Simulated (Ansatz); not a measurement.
Complex (SMILES): [SiH4] (SiH4) with C(#N)C, atoms 1 to 5 the first; geometry from B3LYP-D3(BJ)/def2-TZVP, monomers rigid:
```xyz
11

Si    -0.2782    -0.3110     0.5434
H      0.3703     0.3249    -0.6277
H      0.4858    -0.0047     1.7685
H     -1.6621     0.2034     0.6592
H     -0.3267    -1.7748     0.3228
C     -3.3733    -2.6798     1.4880
C     -2.5202    -2.2119     2.5677
N     -1.8380    -1.8349     3.4125
H     -4.2233    -3.2313     1.8900
H     -3.7418    -1.8307     0.9118
H     -2.8079    -3.3342     0.8241
```

Basis-set convergence of the counterpoise-corrected interaction energy at MP2 with Ansatz (a first-principles code). Cartesian d functions, on some or all atoms, in 6-31G*, 6-31G**; all else is spherical. Cores are frozen. No added dispersion term, no relativity. Functions are those of the species that has most. Reference: Hartree-Fock in aug-cc-pV(Q+d)Z plus the correlation part extrapolated as X^-3 from aug-cc-pV(T+d)Z and aug-cc-pV(Q+d)Z, -1.93 kcal/mol, itself unsure by roughly 0.02 kcal/mol (a third of the extrapolation step and of the last Hartree-Fock step). Deviations are taken from unrounded values.

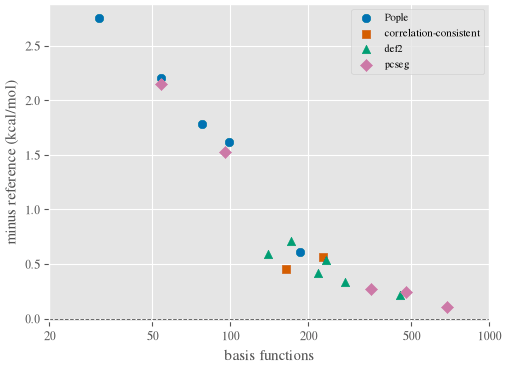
Figure: Deviation from the reference against the number of basis functions, by family of sets.

```csv
basis,functions,counterpoise-corrected interaction energy (kcal/mol),minus reference (kcal/mol)
STO-3G,31,0.82,2.75
6-31G,54,0.27,2.21
pcseg-0,54,0.21,2.15
6-31G*,78,-0.15,1.79
pcseg-1,95,-0.40,1.53
6-31G**,99,-0.32,1.62
def2-SVPD,140,-1.34,0.59
aug-cc-pV(D+d)Z,164,-1.48,0.46
def2-TZVP,172,-1.22,0.71
"6-311++G(2d,2p)",186,-1.32,0.61
def2-TZVPD,217,-1.52,0.42
cc-pV(T+d)Z,227,-1.37,0.56
def2-TZVPP,233,-1.40,0.54
def2-TZVPPD,278,-1.60,0.33
aug-pcseg-2,349,-1.66,0.27
def2-QZVPP,451,-1.72,0.21
pcseg-3,475,-1.69,0.24
aug-pcseg-3,687,-1.82,0.11
```
